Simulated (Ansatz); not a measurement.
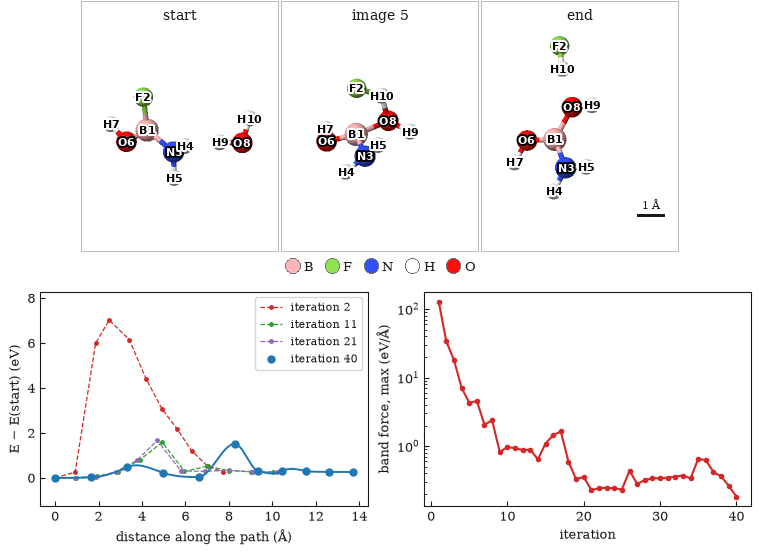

A nudged-elastic-band calculation for BNH5O2F. Images are numbered from 0 (start) to 10 (end). The plot follows the band through its iterations. Style: ball-and-stick. Shown from a free direction.

All numbers below come from RKS B3LYP-D4/def2-mTZVP in Ansatz. Settings: 9 movable images; climbing image; force threshold 0.2 eV/Å; iteration limit 60; starting path through a guess of the saddle point.

### Judge this run.

The run met only a loose threshold, so the barrier can't be trusted yet. The band converged in 40 iterations. The largest component of the band force went from 130 to 0.18 eV/Å. The climbing image converged on the top of the path. Its curvatures weren't checked. The force threshold is so loose that the height of the top is at best an upper bound. The first iteration put the highest image at 21.73 eV. The highest point, image 5, lies 1.52 eV above the start and 1.26 eV above the end; the end is at +0.26 eV relative to the start. The profile has 3 maxima (images 2, 5, 8) with a dip at image 4 (+0.04 eV), so the process runs in steps.

The run took 4.5 min on 4 threads of Intel(R) Xeon(R) 6975P-C (Granite Rapids), on a shared host, peak memory 0.27 GiB.
